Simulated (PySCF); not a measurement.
# C$_{4}$H$_{6}$O$_{3}$Si: what the fields show

The calculation's input:

```
{"job": {"kind": "nmr", "xc": "PBE0", "basis": "pcSseg-1"}, "charge": 0, "multiplicity": 1}
C      3.219742     1.281275    -0.345623
C      2.547197     0.299873    -0.169714
Si     1.465599    -1.186575     0.100110
O     -0.096278    -0.751830     0.225077
C     -0.881441    -0.018740    -0.642087
C     -2.284476     0.141972    -0.087354
O     -2.682070    -0.252998     0.968350
O     -3.058417     0.807628    -0.958890
H      3.815257     2.136160    -0.496390
H      1.649558    -1.794936     1.405272
H      1.683004    -2.054648    -1.065247
H     -0.960112    -0.505130    -1.623829
H     -0.464402     0.985347    -0.803557
H     -3.953840     0.912128    -0.597977
```

Run with:

```sh
OMP_NUM_THREADS=1 python probes_run.py task.json out
```

Geometry: GFN2-xTB.

All numbers below come from PySCF, PBE0/pcSseg-1, SCF density, gas phase, non-relativistic.

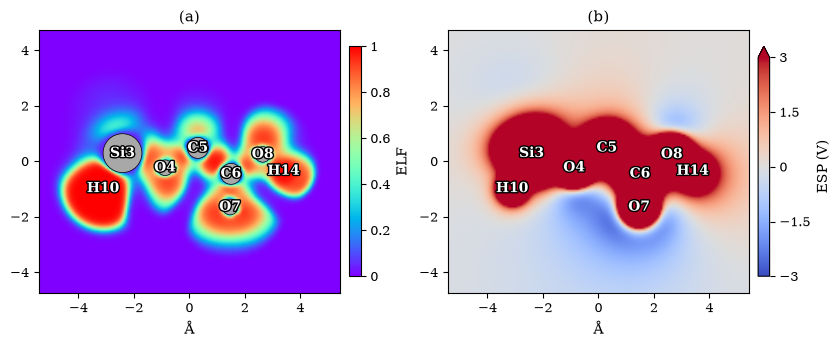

Figure 1. (a) ELF; (b) molecular electrostatic potential on the plane of atoms O7, C6 and O8. Grey discs cover the atomic cores in the ELF map.

What does the map show?

Answer.
- Atoms in the plane: Si, O, C and H.
- C–O (1.20 Å): the ELF peaks at about 0.85 between the atoms (a short, multiple covalent bond).
- Si–O (1.63 Å): the ELF peaks at about 0.85 between the atoms, as expected for a polar covalent bond.
- O–H (0.97 Å): the ELF climbs to about 1 towards the hydrogen, as it does in any bond to H; a covalent bond by its length.
- C–O (1.34 Å): the ELF peaks at about 0.90 between the atoms; a polar covalent bond.
- The ELF also peaks beside O7, O4 and O8, away from the bonds: lone-pair regions.
- Outside the dense part of the molecule the potential is most negative (−2.4 V) near O7.

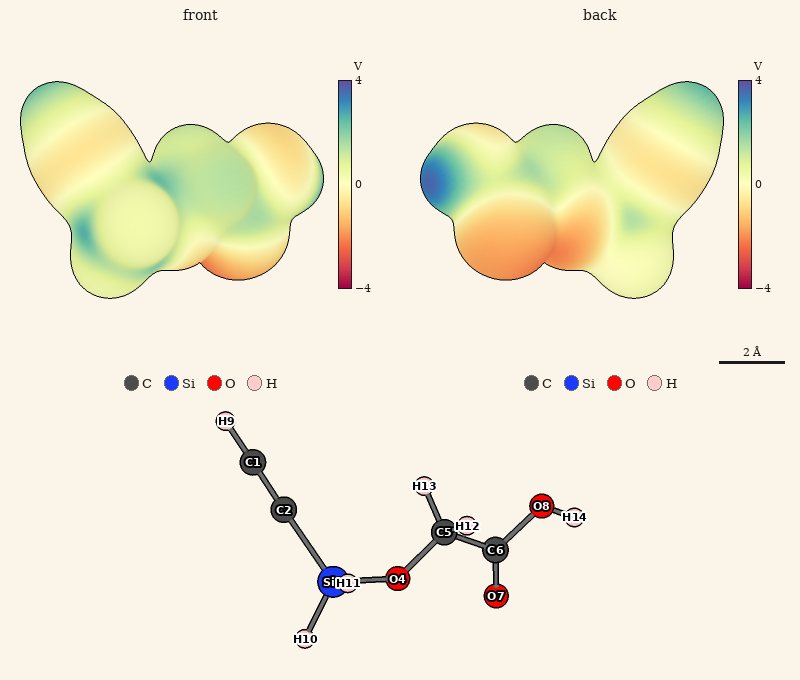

Figure 2. The electrostatic potential painted on the density surface at 0.004 e/bohr³, seen from the front and from behind; red is negative and blue positive. The bare structure is drawn below in the same view.

Describe the electrostatic potential map.

Answer. The most negative region (about −2.2 V, or −51 kcal/mol for a unit charge) lies over O7, the most positive (about +3.5 V, or +81 kcal/mol for a unit charge) over H14. O7 is the likeliest acceptor of a hydrogen bond.

How polar is the molecule by this calculation?

Answer. Its dipole moment is 2.77 D.
